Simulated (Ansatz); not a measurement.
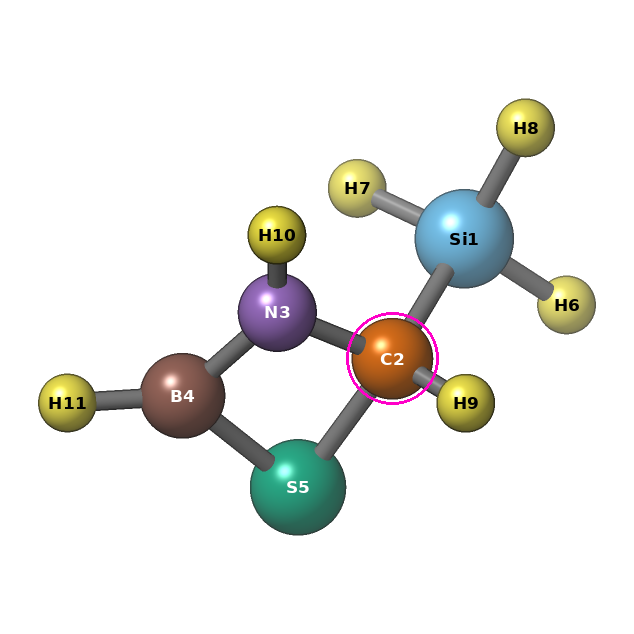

Atoms fade into the background with distance from the viewer. Circles mark the stereogenic atoms. The computed structure is the end point of a PBE0-D4/def2-TZVP optimisation. No frequency run is at hand to confirm it as a minimum.

### What are the Cahn–Ingold–Prelog descriptors?

C2: R (priorities S5 > Si1 > N3 > H9).

### Write the isomeric SMILES.

[SiH3][C@H]1NBS1
